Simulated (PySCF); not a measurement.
System: SiCl (charge −1, triplet).

```xyz
2

Si    0.0000    0.0000   -1.2489
Cl    0.0000    0.0000    0.9991
```

All numbers below come from PySCF 2.14.0, PBE0/def2-TZVPPD, non-relativistic Hamiltonian with scalar-relativistic core potentials where named, at a bond length of 2.248 Å.

**What will maps of the electron density, electron localisation function and spin density show?**

Si–Cl (2.25 Å): ρ at the midpoint is about 0.6 e/Å³, with its minimum of 0.46 e/Å³ about 0.8 Å from Si; the ELF peaks at about 0.85 between the atoms (a polar covalent bond).
The unpaired spin (2 electrons) lies mostly on Si1 (about 1.9) and Cl2 (about 0.1), in electrons by Hirshfeld's partition.

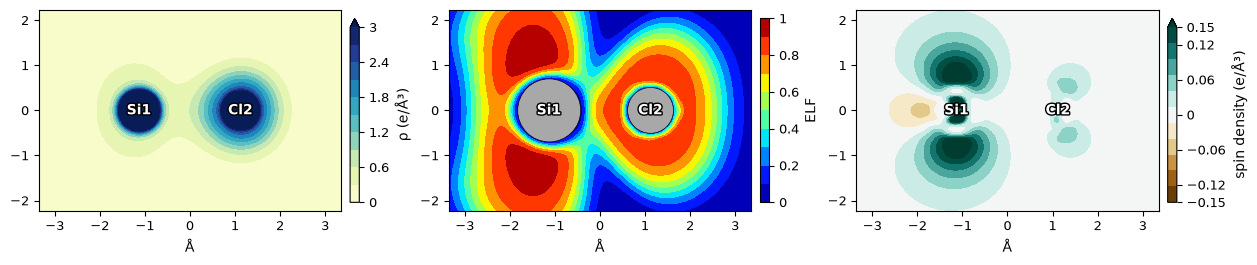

Computed electron density, electron localisation function and spin density on a plane that holds the molecular axis, in this order. Grey discs cover the atomic cores in the ELF map. 
